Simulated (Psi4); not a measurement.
# wB97X/cc-pVDZ run of CH2FNOSi (SMILES O=C=N[SiH2]F)

Aim: the vertical ionisation energy of CH2FNOSi at wB97X/cc-pVDZ, from 2 runs. Input form: a QCSchema input.

Program for the calculation: Psi4 1.11.

### Step 1. The system as given

CH2FNOSi has 7 atoms, charge 0, and is taken as a singlet. As SMILES, `O=C=N[SiH2]F`. The shape is that of a PBE0-D4/def2-TZVP optimisation. This is one conformer, not always the lowest.

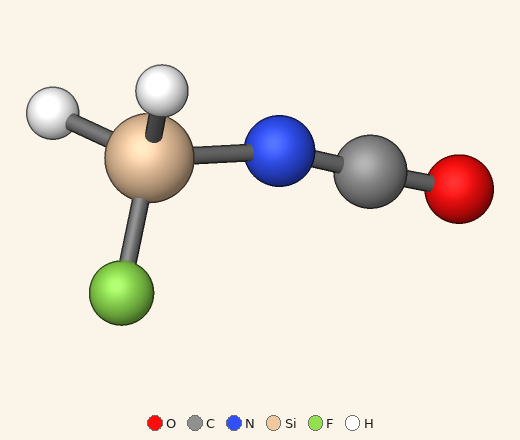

The structure, seen from a chosen angle (oxygen red, carbon grey, nitrogen blue, silicon light orange, fluorine green, hydrogen white).

### Step 2. Energy and forces at wB97X/cc-pVDZ

Input file input.json:

```json
{
 "schema_name": "qcschema_input",
 "schema_version": 1,
 "molecule": {
  "schema_name": "qcschema_molecule",
  "schema_version": 2,
  "symbols": ["O", "C", "N", "Si", "F", "H", "H"],
  "geometry": [-1.08432485, -5.49532357, -1.04312882, -0.57995695, -3.4334434, -0.48395886, -0.0359048, -1.33452459, 0.14380816, 0.40081091, 1.82982181, 0.35696926, -0.79406292, 3.15773235, -2.0616912, -0.92653272, 2.77846432, 2.61689274, 3.13562256, 2.36896067, 0.38493721],
  "molecular_charge": 0,
  "molecular_multiplicity": 1,
  "fix_symmetry": "c1",
  "fix_com": true,
  "fix_orientation": true
 },
 "driver": "gradient",
 "model": {
  "method": "wb97x",
  "basis": "cc-pVDZ"
 },
 "keywords": {
  "puream": true,
  "e_convergence": 1e-09,
  "d_convergence": 1e-08,
  "scf_type": "pk",
  "dft_radial_points": 99,
  "dft_spherical_points": 590,
  "scf_properties": ["DIPOLE", "QUADRUPOLE", "LOWDIN_CHARGES"]
 }
}
```

Started as:

```bash
$ psi4 --qcschema input.json -n 1 --memory 2200MB
```

stdout, cut to the lines that bear on the results:

```text
[...]
  Running in c1 symmetry.
[...]
  Nuclear repulsion =  204.922898997471236
[...]
  Multiplicity = 1
[...]
  Nalpha       = 23
  Nbeta        = 23
[...]
    Number of basis functions: 84
[...]
   @RKS iter   1:  -558.49438519924411   -6.94288e-01   7.66514e-03 DIIS/ADIIS
[...]
   @RKS iter  12:  -558.64615588787910   -4.54747e-12   4.67377e-09 DIIS
[...]
    Orbital Energies [Eh]
    ---------------------
    Doubly Occupied:
       1A    -66.223099     2A    -24.754170     3A    -19.268047
       4A    -14.429398     5A    -10.430893     6A     -5.464306
       7A     -3.823280     8A     -3.820384     9A     -3.817693
      10A     -1.322025    11A     -1.249366    12A     -1.078308
      13A     -0.764897    14A     -0.638431    15A     -0.617575
      16A     -0.598516    17A     -0.597101    18A     -0.566687
      19A     -0.565980    20A     -0.518421    21A     -0.471877
      22A     -0.421704    23A     -0.405484
[...]
  @RKS Final Energy:  -558.64615588787910
   => Energetics <=
    Nuclear Repulsion Energy =            204.9228989974712363
    One-Electron Energy =               -1177.2815747658312375
    Two-Electron Energy =                 452.5266843990349912
    DFT Exchange-Correlation Energy =     -38.8141645185540582
    Empirical Dispersion Energy =           0.0000000000000000
    VV10 Nonlocal Energy =                  0.0000000000000000
    Total Energy =                       -558.6461558878789901
[...]
 Multipole Moments:
 ------------------------------------------------------------------------------------
     Multipole            Electronic (a.u.)      Nuclear  (a.u.)        Total (a.u.)
 ------------------------------------------------------------------------------------
 L = 1.  Multiply by 2.5417464519 to convert [e a0] to [Debye]
 Dipole X            :         12.0307127          -11.7317978            0.2989149
 Dipole Y            :         15.0899105          -14.7203996            0.3695109
 Dipole Z            :         21.2755211          -20.7979478            0.4775733
 Magnitude           :                                                    0.6737690
 L = 2.  Multiply by 1.3450342976 to convert [e a0^2] to [Debye ang]
 Quadrupole XX       :        -55.2271379           30.0477139          -25.1794240
 Quadrupole XY       :        -52.6447618           52.5072948           -0.1374670
[...]
  -Total Gradient:
     Atom            X                  Y                   Z
    ------   -----------------  -----------------  -----------------
       1        0.003062837303     0.012782486054     0.003347693156
       2        0.001097796679     0.003131353239     0.001478760743
       3       -0.001806151181     0.000795078322    -0.003620364826
       4       -0.015325183398     0.001682757624    -0.028106556734
       5        0.014778581666    -0.016543399353     0.029933609573
       6        0.001861034689    -0.001372492642    -0.002992557677
       7       -0.003651891432    -0.000808463054     0.000056105152
[...]
```

The result, in JSON:

```text
{
 "driver": "gradient",
 "model": {
  "method": "wb97x",
  "basis": "cc-pVDZ"
 },
 "success": true,
 "return_result": [0.0030628373029837064, 0.012782486054162545, 0.003347693155750925, 0.0010977966789969262, 0.003131353238658388, 0.0014787607428207727, -0.001806151180923074, 0.0007950783215816548, -0.0036203648260281496, -0.015325183398031982, 0.0016827576243648931, -0.028106556734388916, 0.014778581665517862, -0.01654339935299222, 0.02993360957286001, 0.0018610346890767307, -0.001372492642050166, -0.0029925576771943907, -0.003651891431916396, -0.0008084630540323365, 5.610515212571706e-05],
 "properties": {
  "calcinfo_nbasis": 84,
  "calcinfo_nmo": 84,
  "calcinfo_nalpha": 23,
  "calcinfo_nbeta": 23,
  "calcinfo_natom": 7,
  "nuclear_repulsion_energy": 204.92289899747124,
  "return_energy": -558.6461558878791,
  "return_gradient": [0.0030628373029837064, 0.012782486054162545, 0.003347693155750925, 0.0010977966789969262, 0.003131353238658388, 0.0014787607428207727, -0.001806151180923074, 0.0007950783215816548, -0.0036203648260281496, -0.015325183398031982, 0.0016827576243648931, -0.028106556734388916, 0.014778581665517862, -0.01654339935299222, 0.02993360957286001, 0.0018610346890767307, -0.001372492642050166, -0.0029925576771943907, -0.003651891431916396, -0.0008084630540323365, 5.610515212571706e-05],
  "scf_one_electron_energy": -1177.2815747658312,
  "scf_two_electron_energy": 452.526684399035,
  "scf_xc_energy": -38.81416451855406,
  "scf_dipole_moment": [0.29891493937687663, 0.36951089231186174, 0.47757329844660745],
  "scf_total_energy": -558.6461558878791,
  "scf_total_gradient": [0.0030628373029837064, 0.012782486054162545, 0.003347693155750925, 0.0010977966789969262, 0.003131353238658388, 0.0014787607428207727, -0.001806151180923074, 0.0007950783215816548, -0.0036203648260281496, -0.015325183398031982, 0.0016827576243648931, -0.028106556734388916, 0.014778581665517862, -0.01654339935299222, 0.02993360957286001, 0.0018610346890767307, -0.001372492642050166, -0.0029925576771943907, -0.003651891431916396, -0.0008084630540323365, 5.610515212571706e-05],
  "scf_iterations": 12
 }
}
```

It took 34 s on 1 thread of Intel Xeon 6975P-C (Granite Rapids), shared host; peak memory 1.2 GiB.

### Step 3. The doublet cation, same level

Input file job.json:

```json
{
 "schema_name": "qcschema_input",
 "schema_version": 1,
 "molecule": {
  "schema_name": "qcschema_molecule",
  "schema_version": 2,
  "symbols": ["O", "C", "N", "Si", "F", "H", "H"],
  "geometry": [-1.08432485, -5.49532357, -1.04312882, -0.57995695, -3.4334434, -0.48395886, -0.0359048, -1.33452459, 0.14380816, 0.40081091, 1.82982181, 0.35696926, -0.79406292, 3.15773235, -2.0616912, -0.92653272, 2.77846432, 2.61689274, 3.13562256, 2.36896067, 0.38493721],
  "molecular_charge": 1,
  "molecular_multiplicity": 2,
  "fix_symmetry": "c1"
 },
 "driver": "gradient",
 "model": {
  "method": "wb97x",
  "basis": "cc-pVDZ"
 },
 "keywords": {
  "reference": "uks",
  "puream": true,
  "e_convergence": 1e-09,
  "d_convergence": 1e-08,
  "scf_type": "pk",
  "dft_radial_points": 99,
  "dft_spherical_points": 590,
  "maxiter": 100,
  "scf_properties": ["QUADRUPOLE", "MAYER_INDICES", "DIPOLE"]
 }
}
```

Started as:

```bash
$ psi4 --qcschema job.json -n 1 --memory 2200MB
```

stdout, cut to the lines that bear on the results:

```text
[...]
  Running in c1 symmetry.
[...]
  Nuclear repulsion =  204.922898997471236
[...]
  Multiplicity = 2
[...]
  Nalpha       = 23
  Nbeta        = 22
[...]
    Number of basis functions: 84
[...]
   @UKS iter   1:  -558.08252796831914   -2.82431e-01   6.83106e-03 DIIS/ADIIS
[...]
   @UKS iter  21:  -558.23244896757467   -9.20863e-12   5.39560e-09 DIIS
[...]
   @S^2 Observed:                7.725320906E-01
[...]
    Orbital Energies [Eh]
    ---------------------
    Alpha Occupied:
       1A    -66.448413     2A    -24.951913     3A    -19.580925
       4A    -14.756011     5A    -10.710685     6A     -5.691938
       7A     -4.050705     8A     -4.047850     9A     -4.045108
      10A     -1.543175    11A     -1.517641    12A     -1.392526
      13A     -1.038966    14A     -0.907263    15A     -0.892298
      16A     -0.873398    17A     -0.847569    18A     -0.782523
      19A     -0.778585    20A     -0.738814    21A     -0.729284
      22A     -0.707376    23A     -0.672238
    Alpha Virtual:
      24A     -0.152370    25A     -0.147307    26A     -0.084943
[...]
  @UKS Final Energy:  -558.23244896757467
   => Energetics <=
    Nuclear Repulsion Energy =            204.9228989974712363
    One-Electron Energy =               -1165.8020540273837469
    Two-Electron Energy =                 441.2524996181540473
    DFT Exchange-Correlation Energy =     -38.6057935558162910
    Empirical Dispersion Energy =           0.0000000000000000
    VV10 Nonlocal Energy =                  0.0000000000000000
    Total Energy =                       -558.2324489675746690
[...]
  -Total Gradient:
     Atom            X                  Y                   Z
    ------   -----------------  -----------------  -----------------
       1       -0.003945854065    -0.015957662850    -0.004368436108
       2        0.018232080220     0.072134061280     0.020437809134
       3       -0.010882131151    -0.017388424363    -0.016732775484
       4       -0.007214714236    -0.045910242353    -0.005083118630
       5        0.009163584667    -0.005338386943     0.017711942058
       6        0.004499502171     0.005372593748    -0.009812721483
       7       -0.009774139923     0.006878011567    -0.001968667461
[...]
```

The result, in JSON:

```text
{
 "driver": "gradient",
 "model": {
  "method": "wb97x",
  "basis": "cc-pVDZ"
 },
 "success": true,
 "return_result": [-0.003945854064984877, -0.01595766284959499, -0.004368436108171475, 0.01823208021977736, 0.0721340612799929, 0.02043780913395038, -0.010882131150800112, -0.017388424362781596, -0.01673277548432596, -0.007214714236061216, -0.045910242353415114, -0.005083118629684066, 0.009163584666830454, -0.005338386943130408, 0.017711942058102115, 0.004499502170865206, 0.005372593748236197, -0.009812721482824277, -0.009774139922757816, 0.006878011566625691, -0.001968667460979547],
 "properties": {
  "calcinfo_nbasis": 84,
  "calcinfo_nmo": 84,
  "calcinfo_nalpha": 23,
  "calcinfo_nbeta": 22,
  "calcinfo_natom": 7,
  "nuclear_repulsion_energy": 204.92289899747124,
  "return_energy": -558.2324489675747,
  "return_gradient": [-0.003945854064984877, -0.01595766284959499, -0.004368436108171475, 0.01823208021977736, 0.0721340612799929, 0.02043780913395038, -0.010882131150800112, -0.017388424362781596, -0.01673277548432596, -0.007214714236061216, -0.045910242353415114, -0.005083118629684066, 0.009163584666830454, -0.005338386943130408, 0.017711942058102115, 0.004499502170865206, 0.005372593748236197, -0.009812721482824277, -0.009774139922757816, 0.006878011566625691, -0.001968667460979547],
  "scf_one_electron_energy": -1165.8020540273837,
  "scf_two_electron_energy": 441.25249961815405,
  "scf_xc_energy": -38.60579355581629,
  "scf_dipole_moment": [0.5235494056792045, -0.42782655596191144, 1.0295776653422277],
  "scf_total_energy": -558.2324489675747,
  "scf_total_gradient": [-0.003945854064984877, -0.01595766284959499, -0.004368436108171475, 0.01823208021977736, 0.0721340612799929, 0.02043780913395038, -0.010882131150800112, -0.017388424362781596, -0.01673277548432596, -0.007214714236061216, -0.045910242353415114, -0.005083118629684066, 0.009163584666830454, -0.005338386943130408, 0.017711942058102115, 0.004499502170865206, 0.005372593748236197, -0.009812721482824277, -0.009774139922757816, 0.006878011566625691, -0.001968667460979547],
  "scf_iterations": 21
 }
}
```

Wall time 45 s (1 thread of Intel Xeon 6975P-C (Granite Rapids), shared host); peak memory 1.2 GiB.

### Step 4. What came out

Level: wB97X/cc-pVDZ.

| quantity | value |
| --- | --- |
| singlet CH2FNOSi: total energy | -558.64616 Eh |
| singlet CH2FNOSi: dipole moment | 1.71 D |
| singlet CH2FNOSi: HOMO energy | -11.03 eV |
| singlet CH2FNOSi: LUMO energy | 2.30 eV |
| singlet CH2FNOSi: HOMO–LUMO gap | 13.34 eV |
| singlet CH2FNOSi: largest force on an atom | 1.916 eV/Å |
| doublet cation: total energy | -558.23245 Eh |
| doublet cation: HOMO energy (highest over α and β) | -18.05 eV |
| doublet cation: LUMO energy (lowest over α and β) | -11.45 eV |
| doublet cation: ⟨S²⟩ | 0.773 |
| doublet cation: largest force on an atom | 3.968 eV/Å |
| vertical ionisation energy (to the doublet cation) | 11.258 eV |

In words: Removing an electron at fixed nuclei costs 11.26 eV (1086 kJ/mol). The largest force (singlet CH2FNOSi) is 1.92 eV/Å: the shape isn't a stationary point for this species at this level. The negative HOMO energy of the first species, 11.03 eV, lies 0.22 eV below that difference.
